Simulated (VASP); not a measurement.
Band structure of Sr (fcc). Level of theory: RPBE GGA, VASP's PBE PAW potentials (set 64) (plane waves; VASP).

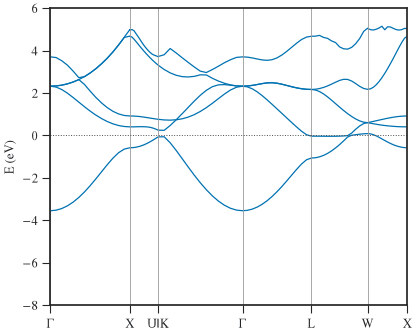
Figure. Bands along high-symmetry lines, zero at the valence-band maximum or, without a gap, the Fermi level

### Question
Read the plot: is there a gap, and where are the band edges?

### Answer
It has no gap at this level: it comes out as a metal or semimetal. (Edges off the drawn lines would not show.)

The compound is Sr in the fcc structure. It was relaxed first.
